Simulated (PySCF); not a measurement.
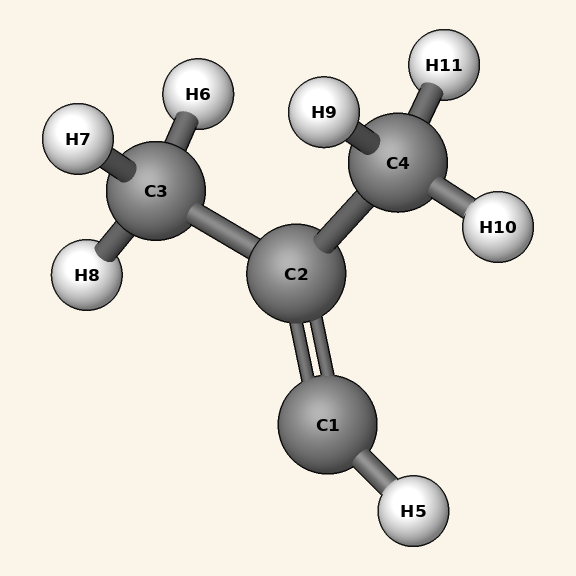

The questions are on Mulliken spin populations. Charge 0, doublet. Computed geometry: GFN2-xTB optimisation. No frequency run is at hand to confirm it as a minimum. Level of theory: UKS B3LYP, pcH-1 on C H, non-relativistic (PySCF 2.14.0).

**Which atom carries the largest spin population?**

C1 (1.05 e).

**Which atom has the lowest spin population?**

C2 (−0.16 e); a negative value comes from spin polarisation.

List the Mulliken spin populations.

```tsv
atom	value (e)
C1	1.05
C2	−0.16
C3	0.04
C4	0.07
H5	0.01
H6	0.00
H7	0.00
H8	0.00
H9	0.00
H10	0.00
H11	0.00
```

Mulliken values depend strongly on the basis set.
